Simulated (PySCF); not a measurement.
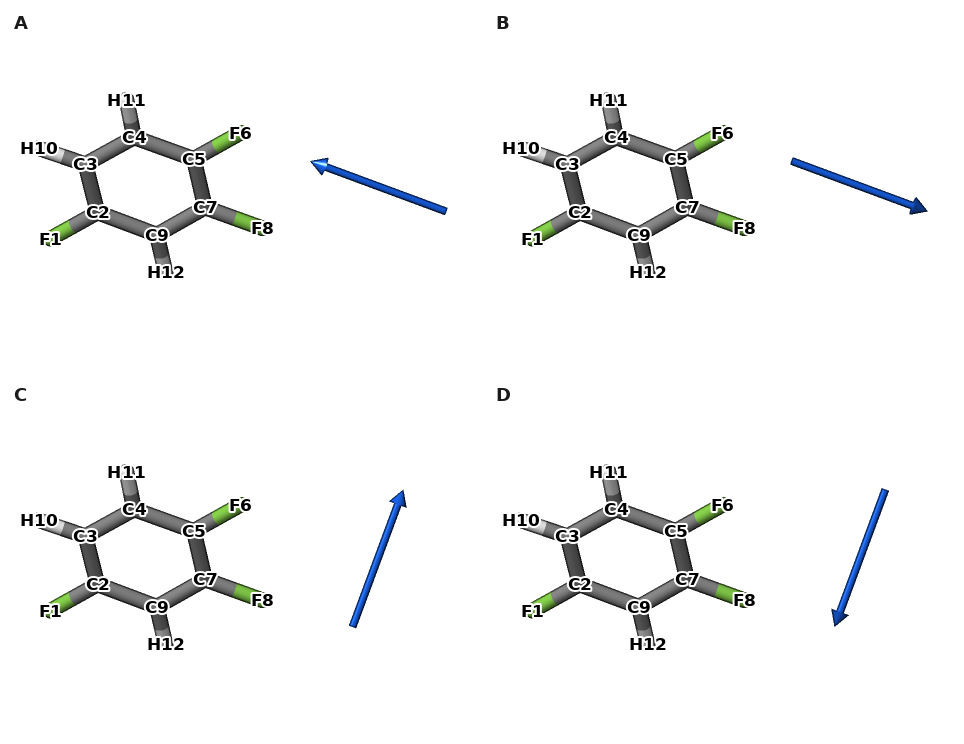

The same molecule four times, each with an arrow. The computed structure is the end point of a GFN2-xTB optimisation. No frequency run is at hand to confirm it as a minimum. Level of theory: B3LYP/pcJ-1, gas phase (PySCF 2.14.0).

Which arrow points along the dipole moment, from the negative to the positive end?

Answer. A. The dipole moment is 1.47 D; it points from the side of F8 to the side of H10 (the outermost atoms at the two ends).
